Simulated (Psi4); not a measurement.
# A workflow on C2H3F (SMILES C[C]F)

Aim: a structure relaxation (UHF-3c/MINIX), then the harmonic vibrations, then a single-point energy (UCCSD(T)/cc-pVDZ) of C2H3F. 

The results are computed with Psi4 1.11.

**1. Starting point**

C2H3F: 6 atoms, total charge 0, spin state triplet. SMILES: `C[C]F`. The coordinates come from a GFN2-xTB relaxation. The run starts from this shape.

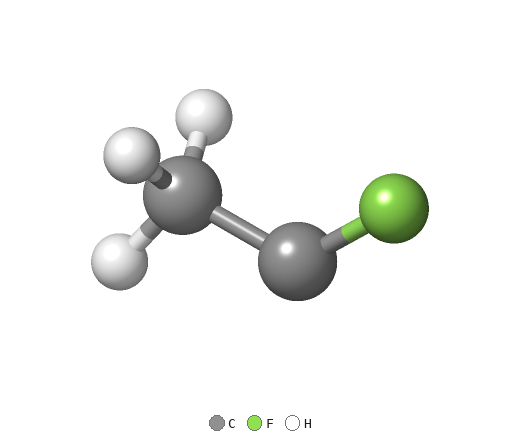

Viewed from a chosen angle; carbon grey, fluorine green, hydrogen white.

**2. A structure relaxation at UHF-3c/MINIX (density fitting) (run 1)**

Contents of input.dat:

```
memory 1600 MB

molecule geom {
  0 3
  C
  C 1 1.455768
  F 2 1.336093 1 124.89231
  H 1 1.087943 2 109.16996 3 -178.64951
  H 1 1.098962 4 108.18358 2 121.50301
  H 1 1.098743 4 108.25512 5 117.1276
  symmetry c1
}

set reference uks
set geom_maxiter 60

result = optimize('hf-3c')
print_variables()
```

The run is started by

```console
$ psi4 -i input.dat -o output.dat -n 1
```

output.dat:

```text
[...]
  Running in c1 symmetry.
[...]
  Nuclear repulsion =   64.916228576862153
[...]
  Multiplicity = 3
[...]
  Nalpha       = 13
  Nbeta        = 11
[...]
    Number of basis functions: 18
[...]
   @DF-UKS iter   1:  -175.67381775692616   -1.62906e+00   1.04025e-02 ADIIS/DIIS
[...]
   @DF-UKS iter   8:  -175.71635276674658   -1.70530e-13   5.12097e-09 DIIS
[...]
   @S^2 Observed:                2.007323491E+00
[...]
    Orbital Energies [Eh]
    ---------------------
    Alpha Occupied:
       1A    -26.016123     2A    -11.223356     3A    -11.185778
       4A     -1.607034     5A     -1.036062     6A     -0.838200
       7A     -0.691548     8A     -0.681609     9A     -0.639591
      10A     -0.591387    11A     -0.561710    12A     -0.424298
      13A     -0.353453
    Alpha Virtual:
      14A      0.481435    15A      0.603973    16A      0.681578
      17A      0.720447    18A      0.742090
    Beta Occupied:
[...]
  @DF-UKS Final Energy:  -175.71635276674658
   => Energetics <=
    Nuclear Repulsion Energy =             64.0911120462340165
    One-Electron Energy =                -369.0549794711374716
    Two-Electron Energy =                 129.2944226260767664
    Total Energy =                       -175.7163527667465814
  UHF NO Occupations:
  HONO-2 :   11  A 1.9978034
  HONO-1 :   12  A 1.0000000
[...]
 Multipole Moments:
 ------------------------------------------------------------------------------------
     Multipole            Electronic (a.u.)      Nuclear  (a.u.)        Total (a.u.)
 ------------------------------------------------------------------------------------
 L = 1.  Multiply by 2.5417464519 to convert [e a0] to [Debye]
 Dipole X            :         -0.0003711            0.0010081            0.0006369
 Dipole Y            :         -1.5309820            1.9146721            0.3836902
 Dipole Z            :          5.0716344           -5.6656894           -0.5940550
 Magnitude           :                                                    0.7071916
[...]
  -Total Gradient:
     Atom            X                  Y                   Z
    ------   -----------------  -----------------  -----------------
       1        0.000004444975     0.000032553951    -0.000003806991
       2       -0.000034232155     0.000011135465     0.000006321441
       3        0.000027183133    -0.000010892966     0.000000920944
       4        0.000008630162    -0.000027069776     0.000002280728
       5       -0.000007983536     0.000007152491    -0.000007652520
       6        0.000001957421    -0.000012879166     0.000001936398
[...]
```

The script printed:

```text
Optimizer: Optimization complete!
```

Run time: 9 s. Hardware: 1 thread of AMD EPYC 7R43 (Zen 3), shared host; peak memory 0.19 GiB.

Steps, from the record of the run:

| step | energy from the first frame kept (eV) | largest force (eV/Å) |
| --- | --- | --- |
| 0 | 0.0000 | 3.4791 |
| 1 | -0.1160 | 0.2372 |
| 2 | -0.1223 | 0.0320 |
| 3 | -0.1223 | 0.0126 |
| 4 | -0.1223 | 0.0019 |

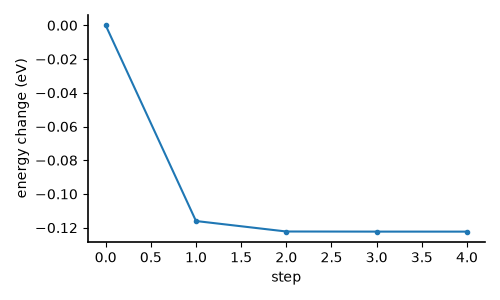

Energy along the run.

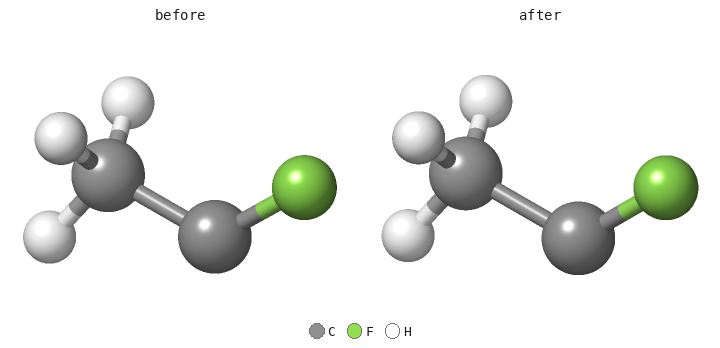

Before and after, at one scale.

After the run. Bond lengths: C1–C2 1.535 Å, C2–F3 1.323 Å, C1–H4 1.088 Å, C1–H5 1.090 Å, C1–H6 1.090 Å. Angles: C1–C2–F3 123.8°, C2–C1–H4 108.7°, C2–C1–H5 111.3°, C2–C1–H6 111.2°, H4–C1–H5 108.4°, H4–C1–H6 108.4°, H5–C1–H6 108.7°.

**3. Vibrational wavenumbers at UHF-3c/MINIX (density fitting) (run 2)**

Contents of run.py:

```python
import psi4

psi4.set_memory('1600 MB')
psi4.set_num_threads(1)
psi4.core.set_output_file('c2h3f.out', False)

m = psi4.geometry("""
0 3
C
C 1 1.535428
F 2 1.322709 1 123.83283
H 1 1.087896 2 108.73612 3 -179.15965
H 1 1.089985 4 108.44668 2 121.1254
H 1 1.089985 4 108.44841 5 117.81735
units angstrom
symmetry c1
""")

psi4.set_options(dict(reference='uks', t=600.0, rotational_symmetry_number=1))

E = psi4.frequency("HF-3C")
print('E =', round(E, 9))
for k in ('ZPVE', 'ENTHALPY', 'GIBBS FREE ENERGY'):
    print(f'{k}: {psi4.variable(k):.8f} Eh')
```

The run is started by

```console
$ python run.py
```

c2h3f.out:

```text
[...]
  Running in c1 symmetry.
[...]
  Nuclear repulsion =   64.091106405289352
[...]
  Multiplicity = 3
[...]
  Nalpha       = 13
  Nbeta        = 11
[...]
    Number of basis functions: 18
[...]
   @DF-UKS iter   1:  -175.68233960142121   -1.69591e+00   9.96133e-03 ADIIS/DIIS
[...]
  -Total Gradient:
     Atom            X                  Y                   Z
    ------   -----------------  -----------------  -----------------
       1        0.000004573613     0.000033215374    -0.000003537353
       2       -0.000034223390     0.000011233170     0.000006276561
       3        0.000027182660    -0.000011033216     0.000001016216
       4        0.000008617700    -0.000027267760     0.000002287933
       5       -0.000008266966     0.000006916433    -0.000007852399
       6        0.000002116382    -0.000013064000     0.000001809042
[...]
   @DF-UKS iter  14:  -175.71635276672760   -1.42109e-13   2.83959e-09 DIIS
[...]
   @S^2 Observed:                2.007323495E+00
[...]
    Orbital Energies [Eh]
    ---------------------
    Alpha Occupied:
       1A    -26.016123     2A    -11.223356     3A    -11.185778
       4A     -1.607034     5A     -1.036062     6A     -0.838200
       7A     -0.691548     8A     -0.681609     9A     -0.639591
      10A     -0.591387    11A     -0.561710    12A     -0.424298
      13A     -0.353453
    Alpha Virtual:
      14A      0.481435    15A      0.603973    16A      0.681577
      17A      0.720447    18A      0.742090
    Beta Occupied:
[...]
  @DF-UKS Final Energy:  -175.71635276672760
   => Energetics <=
    Nuclear Repulsion Energy =             64.0911064052893522
    One-Electron Energy =                -369.0549694852202265
    Two-Electron Energy =                 129.2944182481524820
    Total Energy =                       -175.7163527667275957
  UHF NO Occupations:
  HONO-2 :   11  A 1.9978034
  HONO-1 :   12  A 1.0000000
[...]
  ==> Harmonic Vibrational Analysis <==
[...]
  Freq [cm^-1]                 120.6643            420.5115            978.3948
[...]
  Freq [cm^-1]                1154.8543           1233.2621           1494.9732
[...]
  Freq [cm^-1]                1622.8395           1705.0047           1715.5754
[...]
  Freq [cm^-1]                3515.2067           3641.4868           3662.5378
[...]
  Total E_0, Enthalpy at 0 [K]                                                         -175.66790682 [Eh]
[...]
  Total H, Enthalpy at  600.00 [K]                                                     -175.65581616 [Eh]
[...]
  Total G, Gibbs energy at  600.00 [K]                                                 -175.72827737 [Eh]
[...]
```

On the terminal:

```text
Warning: used thermodynamics relations inappropriate for low-frequency modes: ['120.6643' '420.5115']
E = -175.716352767
ZPVE: 0.04844594 Eh
ENTHALPY: -175.65581616 Eh
GIBBS FREE ENERGY: -175.72827737 Eh
```

Wall time 11 s (1 thread of AMD EPYC 7R43 (Zen 3), shared host); peak memory 0.23 GiB.

**4. The energy at UCCSD(T)/cc-pVDZ (run 3)**

Contents of input.inp:

```
memory 1.6 GB

molecule molecule1 {
  0 3
  C     -0.348154     0.267732    -0.229977
  C      0.293928    -0.924017     0.494595
  F      1.548168    -0.941939     0.914260
  H     -1.385845     0.025567    -0.449226
  H      0.162116     0.480976    -1.169242
  H     -0.326671     1.164160     0.389719
  symmetry c1
}

set basis cc-pVDZ
set reference uhf
set scf_type pk
set freeze_core true

energy('ccsd(t)')
```

The run is started by

```console
$ psi4 -n 1 input.inp input.out
```

input.out:

```text
[...]
  Running in c1 symmetry.
[...]
  Nuclear repulsion =   64.091115070360246
[...]
  Multiplicity = 3
[...]
  Nalpha       = 13
  Nbeta        = 11
[...]
    Number of basis functions: 57
[...]
   @UHF iter   1:  -176.74547057031043   -7.79228e-01   5.64696e-03 DIIS/ADIIS
[...]
   @UHF iter  15:  -176.82135014964948   -5.40012e-13   3.50013e-09 DIIS
[...]
   @S^2 Observed:                2.010557462E+00
[...]
    Orbital Energies [Eh]
    ---------------------
    Alpha Occupied:
       1A    -26.319091     2A    -11.334322     3A    -11.259412
       4A     -1.646374     5A     -1.040143     6A     -0.868152
       7A     -0.728377     8A     -0.717233     9A     -0.669496
      10A     -0.594350    11A     -0.573013    12A     -0.447087
      13A     -0.365922
    Alpha Virtual:
      14A      0.190748    15A      0.247842    16A      0.256707
      17A      0.333234    18A      0.358509    19A      0.614669
      20A      0.626360    21A      0.644136    22A      0.678710
      23A      0.680597    24A      0.762635    25A      0.852137
[...]
  @UHF Final Energy:  -176.82135014964948
   => Energetics <=
    Nuclear Repulsion Energy =             64.0911150703602459
    One-Electron Energy =                -369.9575145003724401
    Two-Electron Energy =                 129.0450492803626901
    Total Energy =                       -176.8213501496494757
  UHF NO Occupations:
  HONO-2 :   11  A 1.9971903
  HONO-1 :   12  A 1.0000000
[...]
 Multipole Moments:
 ------------------------------------------------------------------------------------
     Multipole            Electronic (a.u.)      Nuclear  (a.u.)        Total (a.u.)
 ------------------------------------------------------------------------------------
 L = 1.  Multiply by 2.5417464519 to convert [e a0] to [Debye]
 Dipole X            :          3.4781747           -4.0185568           -0.5403820
 Dipole Y            :         -3.0762599            3.4330428            0.3567829
 Dipole Z            :          2.4676726           -2.7984684           -0.3307957
 Magnitude           :                                                    0.7271400
[...]
      * MP2 total energy                      = -177.234587348436861
[...]
      * CCSD total energy                     = -177.266049372143755
[...]
      * CCSD(T) total energy                     = -177.276311451576476
[...]
```

Wall time 32 s (1 thread of AMD EPYC 7R43 (Zen 3), shared host); peak memory 0.27 GiB.

**5. Summary of results**

| quantity | value |
| --- | --- |
| run 1, UHF-3c/MINIX: total energy at the end | -175.71635 Eh |
| run 1, UHF-3c/MINIX: dipole moment | 1.80 D |
| run 1, UHF-3c/MINIX: HOMO energy (highest over α and β) | -9.62 eV |
| run 1, UHF-3c/MINIX: LUMO energy (lowest over α and β) | 5.32 eV |
| run 1, UHF-3c/MINIX: ⟨S²⟩ | 2.007 |
| run 2, UHF-3c/MINIX: lowest harmonic wavenumber | 121 cm⁻¹ |
| run 2, UHF-3c/MINIX: highest harmonic wavenumber | 3663 cm⁻¹ |
| run 2, UHF-3c/MINIX: zero-point energy | 127.2 kJ/mol |
| run 2, UHF-3c/MINIX: ideal-gas entropy at 600 K (symmetry number 1 as used) | 75.8 cal/(mol K) |
| run 3, UCCSD(T)/cc-pVDZ: total energy | -177.27631 Eh |
| run 3, UCCSD(T)/cc-pVDZ: HOMO energy (Hartree–Fock orbitals) (highest over α and β) | -9.96 eV |
| run 3, UCCSD(T)/cc-pVDZ: LUMO energy (Hartree–Fock orbitals) (lowest over α and β) | 3.21 eV |
| run 3, UCCSD(T)/cc-pVDZ: correlation energy (3 core orbitals frozen) | -455.0 mEh |
| run 3, UCCSD(T)/cc-pVDZ: (T) correction | -10.26 mEh |
| run 3, UCCSD(T)/cc-pVDZ: ⟨S²⟩ of the reference determinant | 2.011 |
| run 3, UCCSD(T)/cc-pVDZ: T1 diagnostic | 0.023 |

What this shows: The optimisation (run 1, UHF-3c/MINIX) took 5 steps and changed the energy by -0.122 eV. All 12 modes (run 2, UHF-3c/MINIX) are real, so the shape is a minimum at this level. The triples (run 3, UCCSD(T)/cc-pVDZ) make up 2.3 % of the correlation energy.
